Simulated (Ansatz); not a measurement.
## NiSi, pressure series

Take NiSi (space group Pnma, No. 62; a = 5.1898 Å, b = 3.3503 Å, c = 5.6236 Å; non-magnetic) as the base.

Cell and atoms are relaxed at each pressure.

Level of theory: DFT with PBE, PAW potentials and a 420 eV plane-wave cutoff in Ansatz (a program for electronic structure), no spin-orbit coupling, earlier PAW set.

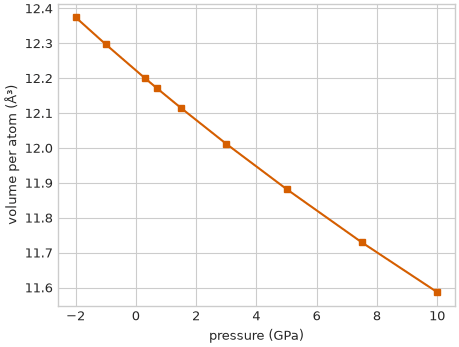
Fig. 1. Volume against pressure

Estimate the zero-pressure bulk modulus from the plot.

About 170 GPa; a third-order Birch–Murnaghan fit to the points gives V₀ = 12.22 Å³/atom, B₀ = 166 GPa and B₀′ = 4.5.

Load acts through the strain it causes; cell and atoms are relaxed under it. Whether these cells are dynamically stable was not tested. No other phases were tried under pressure. Starting moments died away, wholly or in part, for the base; another magnetic solution may exist. All final runs are without spin polarisation.
